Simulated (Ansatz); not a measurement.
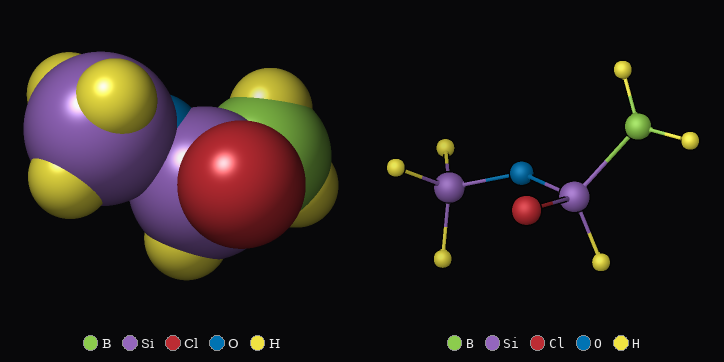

The same structure drawn twice, from different directions.

The geometry was computed by an optimisation with PBE0-D4/def2-TZVP.

Identify the structure.

Formula BClH6OSi2. SMILES: `B[Si@@H](Cl)O[SiH3]`. It has no ring. Among its groups: Si–H bond, Si–O bond, B–H bond. This geometry has C1 symmetry. Coordination: 1 B trigonal planar; 2 Si tetrahedral; 1 O bent.

The parts below concern this one geometry. Atoms keep their numbers from picture to picture.

**Charges**

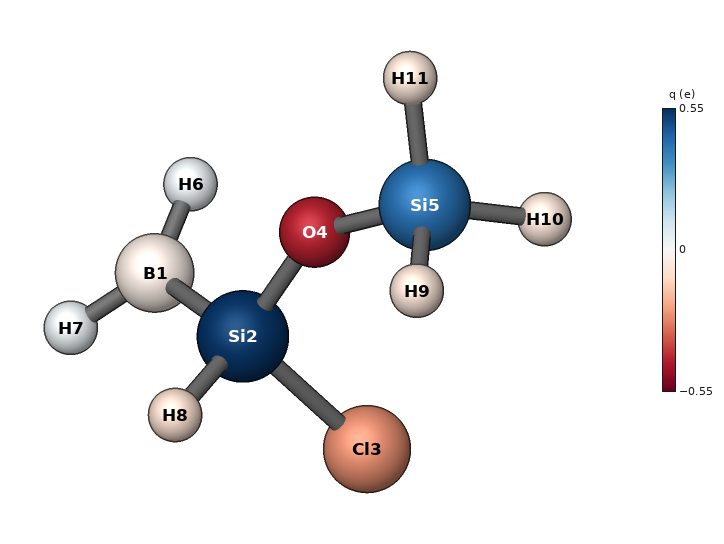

Atoms are coloured by their Mulliken charges. Method: RKS r2SCAN-D4/def2-TZVPP (Ansatz 0.2.0).

> Which atom carries the highest charge (most positive or least negative)?

Si2 (0.54 e).

> And the lowest?

O4 (−0.42 e).

List the Mulliken charges.

```
atom  value (e)
  B1      −0.04
 Si2       0.54
 Cl3      −0.25
  O4      −0.42
 Si5       0.42
  H6       0.03
  H7       0.03
  H8      −0.09
  H9      −0.07
 H10      −0.07
 H11      −0.07
```

**Levels of theory compared**

Program: Ansatz 0.2.0.

Tabulate HOMO energy (eV), HOMO–LUMO gap (eV) at these levels: HSE06 (plane-wave form)-D4/def2-TZVPP; PBE0-D4/def2-TZVPP; SPW92 (LDA)/def2-TZVPP; r2SCAN-D4/def2-TZVPP; r2SCANh-D4/def2-TZVPP; revPBE-D4/def2-TZVPP; ωB97M-V/def2-QZVPP; ωB97M-V/def2-TZVPP.

```csv
level,HOMO energy (eV),HOMO–LUMO gap (eV)
HSE06 (plane-wave form)-D4/def2-TZVPP,−7.76,4.72
PBE0-D4/def2-TZVPP,−8.16,5.51
SPW92 (LDA)/def2-TZVPP,−6.96,3.01
r2SCAN-D4/def2-TZVPP,−7.18,3.86
r2SCANh-D4/def2-TZVPP,−7.65,4.67
revPBE-D4/def2-TZVPP,−6.85,3.32
ωB97M-V/def2-QZVPP,−10.35,9.62
ωB97M-V/def2-TZVPP,−10.32,9.65
```

**Vibrations**

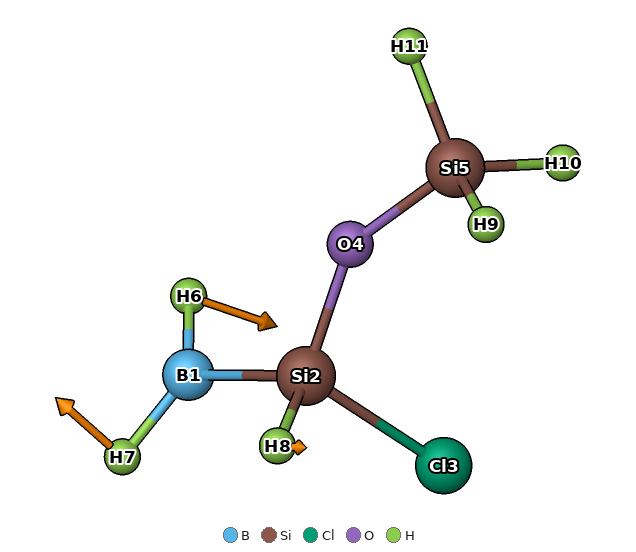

The arrows show one normal mode. Harmonic vibrations computed with RKS PBE0-D4/def2-TZVP (Ansatz 0.2.0) at a stationary point of the same level.

> At what wavenumber does it lie?

180 cm⁻¹; it is mode 5 of 27 counted from the lowest.

Mulliken values depend strongly on the basis set and can even reverse the polarity of a bond.
